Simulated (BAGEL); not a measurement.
# BN2H5 (SMILES NBN) at HF/6-311+G(d,p) (density fitting with qzvpp-jkfit)

What is the vertical electron affinity of BN2H5 at HF/6-311+G** (density fitting with qzvpp-jkfit)? 

The calculation is run with BAGEL 1.2.2.

4 further runs of the same task are left out: 4 set aside as unsound or not needed. Runs told in other sessions of the task aren't counted.

## 1. The structure to begin with

BN2H5: 8 atoms, total charge 0, spin state singlet. As SMILES, `NBN`. The shape is that of a PBE0-D4/def2-TZVP optimisation.

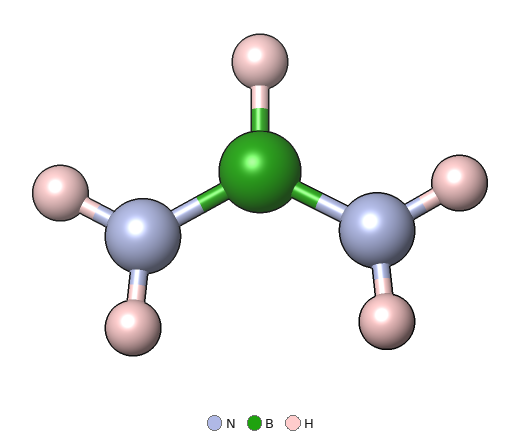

Viewed from a chosen angle; nitrogen light blue, boron green, hydrogen pink.

## 2. The energy at HF/6-311+G(d,p) (density fitting with qzvpp-jkfit)

hf.json reads:

```json
{ "bagel" : [

{
  "title" : "molecule",
  "basis" : "6-311+gss.json",
  "df_basis" : "qzvpp-jkfit",
  "angstrom" : "true",
  "geometry" : [
    { "atom" : "N", "xyz" : [      -0.971000,       0.516500,      -0.581100 ] },
    { "atom" : "B", "xyz" : [       0.194200,       0.386600,       0.200500 ] },
    { "atom" : "N", "xyz" : [       0.848200,      -0.845200,       0.401400 ] },
    { "atom" : "H", "xyz" : [      -1.426800,      -0.244500,      -1.053400 ] },
    { "atom" : "H", "xyz" : [      -1.423900,       1.400900,      -0.713700 ] },
    { "atom" : "H", "xyz" : [       0.649700,       1.368600,       0.718000 ] },
    { "atom" : "H", "xyz" : [       1.676700,      -0.919800,       0.960900 ] },
    { "atom" : "H", "xyz" : [       0.545000,      -1.720300,       0.011600 ] }
  ]
},

{ "title" : "hf" },

{ "title" : "print", "file" : "orbitals.molden", "orbitals" : "true" }

]}
```

The basis set 6-311+G** is read from a file made from the Basis Set Exchange's data (not shown).

On the command line:

```
BAGEL_NUM_THREADS=1 BAGEL hf.json > hf.out
```

The program printed:

```text
* using 1 threads per process

  ===============================================================
  ===============================================================

  *** Geometry ***

  { "atom" : "N", "xyz" : [     -1.834924,      0.976044,     -1.098120 ] },
  { "atom" : "B", "xyz" : [      0.366985,      0.730568,      0.378890 ] },
  { "atom" : "N", "xyz" : [      1.602866,     -1.597197,      0.758536 ] },
  { "atom" : "H", "xyz" : [     -2.696261,     -0.462038,     -1.990638 ] },
  { "atom" : "H", "xyz" : [     -2.690781,      2.647317,     -1.348698 ] },
  { "atom" : "H", "xyz" : [      1.227755,      2.586279,      1.356823 ] },
  { "atom" : "H", "xyz" : [      3.168504,     -1.738170,      1.815838 ] },
  { "atom" : "H", "xyz" : [      1.029901,     -3.250896,      0.021921 ] },

  Number of auxiliary basis functions:      319

  Since a DF basis is specified, we compute 2- and 3-index integrals:
    o Being stored without compression. Storage requirement is 0.024 GB

  Number of basis functions:       96
  Number of electrons      :       24

    * METHOD: MOLECULE                             0.12

  *** RHF ***

  === Nuclear Repulsion ===
    68.8525948158

      * DIIS with orbital gradients will be used.

  === RHF iteration (6-311+gss.json) ===
      0       -136.23893305          0.03898045           0.03
      1       -136.50259161          0.02330331           0.03
      2       -136.62061965          0.00191328           0.03
      3       -136.62226270          0.00020655           0.03
      4       -136.62228454          0.00005210           0.03
      5       -136.62228576          0.00001315           0.03
      6       -136.62228585          0.00000337           0.03
      7       -136.62228586          0.00000085           0.03
      8       -136.62228586          0.00000024           0.03
      9       -136.62228586          0.00000007           0.03
     10       -136.62228586          0.00000003           0.03
     11       -136.62228586          0.00000001           0.03
    * SCF iteration converged.

    * Permanent dipole moment:
           (    0.182296,     0.392947,     0.206904) a.u.

    * METHOD: HF                                   0.48

    * METHOD: PRINT                                0.02

  ===============================================================
```

Wall time 0.77 s (1 thread of Arm Neoverse V1, shared host).

## 3. The doublet anion, same level

input.json reads:

```json
{ "bagel": [

{
  "title": "molecule",
  "basis": "6-311+gss.json",
  "df_basis": "qzvpp-jkfit",
  "angstrom": "true",
  "geometry": [
    { "atom": "N", "xyz": [   -0.971000,    0.516500,   -0.581100 ] },
    { "atom": "B", "xyz": [    0.194200,    0.386600,    0.200500 ] },
    { "atom": "N", "xyz": [    0.848200,   -0.845200,    0.401400 ] },
    { "atom": "H", "xyz": [   -1.426800,   -0.244500,   -1.053400 ] },
    { "atom": "H", "xyz": [   -1.423900,    1.400900,   -0.713700 ] },
    { "atom": "H", "xyz": [    0.649700,    1.368600,    0.718000 ] },
    { "atom": "H", "xyz": [    1.676700,   -0.919800,    0.960900 ] },
    { "atom": "H", "xyz": [    0.545000,   -1.720300,    0.011600 ] }
  ]
},
{
  "title": "uhf",
  "charge": -1,
  "nopen": 1
},
{
  "title": "print",
  "file": "orbitals.molden",
  "orbitals": "true"
}

]}
```

The basis set 6-311+G** is read from a file made from the Basis Set Exchange's data (not shown).

On the command line:

```
BAGEL_NUM_THREADS=1 BAGEL input.json > input.out
```

The program printed:

```text
* using 1 threads per process

  ===============================================================
  ===============================================================

  *** Geometry ***

  { "atom" : "N", "xyz" : [     -1.834924,      0.976044,     -1.098120 ] },
  { "atom" : "B", "xyz" : [      0.366985,      0.730568,      0.378890 ] },
  { "atom" : "N", "xyz" : [      1.602866,     -1.597197,      0.758536 ] },
  { "atom" : "H", "xyz" : [     -2.696261,     -0.462038,     -1.990638 ] },
  { "atom" : "H", "xyz" : [     -2.690781,      2.647317,     -1.348698 ] },
  { "atom" : "H", "xyz" : [      1.227755,      2.586279,      1.356823 ] },
  { "atom" : "H", "xyz" : [      3.168504,     -1.738170,      1.815838 ] },
  { "atom" : "H", "xyz" : [      1.029901,     -3.250896,      0.021921 ] },

  Number of auxiliary basis functions:      319

  Since a DF basis is specified, we compute 2- and 3-index integrals:
    o Being stored without compression. Storage requirement is 0.024 GB

  Number of basis functions:       96
  Number of electrons      :       24

    * METHOD: MOLECULE                             0.12

  *** Open-shell HF ***

  === Nuclear Repulsion ===
    68.8525948158

      * DIIS with orbital gradients will be used.

  === UHF iteration (6-311+gss.json) ===
      0       -135.99944414          0.08291230           0.06
      1       -136.34110494          0.06138072           0.06
      2       -136.48566125          0.03702690           0.06
      3       -136.56607618          0.00180088           0.06
      4       -136.56784609          0.00050578           0.06
      5       -136.56809871          0.00017722           0.06
      6       -136.56816249          0.00007161           0.07
      7       -136.56818792          0.00004231           0.07
      8       -136.56819877          0.00003358           0.07
      9       -136.56820820          0.00001332           0.06
     10       -136.56820904          0.00000350           0.06
     11       -136.56820909          0.00000133           0.06
     12       -136.56820910          0.00000041           0.06
     13       -136.56820910          0.00000018           0.06
     14       -136.56820910          0.00000010           0.06
     15       -136.56820910          0.00000006           0.06
     16       -136.56820910          0.00000003           0.06
     17       -136.56820910          0.00000002           0.06
     18       -136.56820910          0.00000001           0.06
    * SCF iteration converged.

    * S^2 (UHF) is 0.7505

    * Permanent dipole moment:
           (   -0.745747,    -1.608076,    -0.847029) a.u.

    * METHOD: UHF                                  1.32

    * METHOD: PRINT                                0.02

  ===============================================================
```

Wall time 1.6 s (1 thread of Arm Neoverse V1, shared host).

## 4. What came out

At HF/6-311+G** (density fitting with qzvpp-jkfit):

| quantity | value |
| --- | --- |
| singlet BN2H5: total energy | -136.62229 Eh |
| singlet BN2H5: dipole moment | 1.22 D |
| singlet BN2H5: HOMO energy | -10.29 eV |
| singlet BN2H5: LUMO energy | 1.51 eV |
| singlet BN2H5: HOMO–LUMO gap | 11.80 eV |
| doublet anion: total energy | -136.56821 Eh |
| doublet anion: ⟨S²⟩ | 0.750 |
| vertical electron affinity (to the doublet anion) | -1.472 eV |

In words: The anion lies 1.47 eV (142 kJ/mol) above the neutral: the electron isn't bound at this level, and such a value depends on the basis. Hartree–Fock misses the correlation that binds many anions.
